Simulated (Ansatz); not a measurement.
**CH3GaOS: small, medium and large basis sets**

How large a basis does CH3GaOS need? Two functionals are run in growing sets.

Method: one geometry, several basis sets; program: Ansatz 0.2.0, Gaussian basis.

Plan: PBE0-D4/def2-SVP; ωB97M-V/def2-SVP; PBE0-D4/def2-QZVPP; ωB97M-V/def2-QZVPP; the functionals' def2-TZVPP values are taken from earlier runs.

**1. The relaxed structure**

An earlier PBE0-D4 in a triple-zeta def2 set relaxation fixed the geometry.

SMILES `[OH][Ga]1[CH2][S]1`, 7 atoms, charge 0, spin multiplicity 1.

Atoms are counted from 1 here; the program's logs count them from 0.

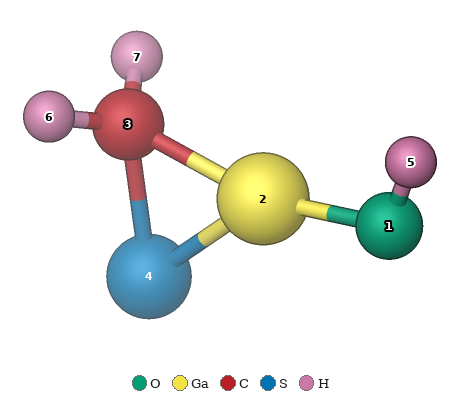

The structure; oxygen teal, gallium yellow, carbon red, sulfur blue, hydrogen pink; atoms are numbered from 1 in the order of the file.

**2. PBE0-D4 in def2-SVP**

File in.yaml:

```yaml
crystal:
  periodic: [false, false, false]
  atoms:
    - {symbol: O, position_ang: [-1.927479, 0.829639, -1.124026]}
    - {symbol: Ga, position_ang: [-0.592746, 0.014532, -0.318291]}
    - {symbol: C, position_ang: [1.061533, -0.317186, 0.603145]}
    - {symbol: S, position_ang: [0.106790, -1.939357, 0.276713]}
    - {symbol: H, position_ang: [-1.816780, 1.782534, -1.172669]}
    - {symbol: H, position_ang: [2.008505, -0.275106, 0.073946]}
    - {symbol: H, position_ang: [1.160185, -0.095056, 1.661182]}
basis:
  gaussian: {orbitals: def2-SVP}
hamiltonian: {xc: pbe0, dispersion: d4}
output: {orbitals: {seedname: orbitals}}
```

The run is started by

```
$ ansatz run in.yaml --threads 2 --pin off --events-out ev --progress --plain --max-ram 32768MiB --backend cpu
```

After this run come: ωB97M-V in def2-SVP; PBE0-D4 in def2-QZVPP; ωB97M-V in def2-QZVPP.

**Question.** What will the summary of the whole plan be? Wanted: PBE0-D4: double and triple zeta above quadruple; ωB97M-V: double and triple zeta above quadruple.

**Answer**, as computed:

| quantity | value |
| --- | --- |
| PBE0-D4: double and triple zeta above quadruple | 16.04, 1.69 eV |
| ωB97M-V: double and triple zeta above quadruple | 16.03, 1.63 eV |

What this shows: For PBE0-D4 the step from double to triple zeta gains 14.36 eV and the next only 1.69 eV. Total energies overstate the basis error of differences, where much of it tends to cancel. The LUMO of ωB97M-V is positive and keeps falling with the basis (0.61 to 0.10 eV): an unbound level that the basis holds in place.
